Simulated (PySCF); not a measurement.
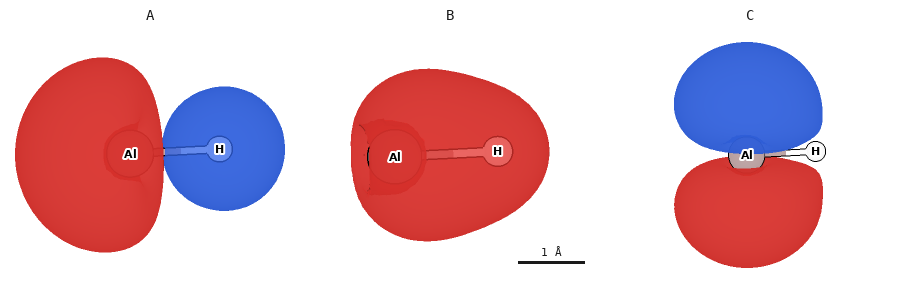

Figure 1: AlH (charge +1, doublet). Three frontier β-spin orbitals, each drawn at the value that holds 80 % of its norm (red and blue are the two phases), in no order; of a degenerate pair one member is drawn.

These are results of PySCF 2.14.0, PBE0/x2c-SVPall, spin-free X2C-1e, Gaussian nucleus, at a bond length of 1.627 Å, not measurements.

Question: Name the orbitals and rank them from lowest to highest energy.

Answer: Orbital B: σ, occupied in this spin, −17.18 eV; shared between the atoms (Al 65 %, H 35 %).
Orbital A: σ, empty in this spin, −10.40 eV; mainly on Al (75 %).
Orbital C: π, empty in this spin, −7.92 eV; mainly on Al (95 %).
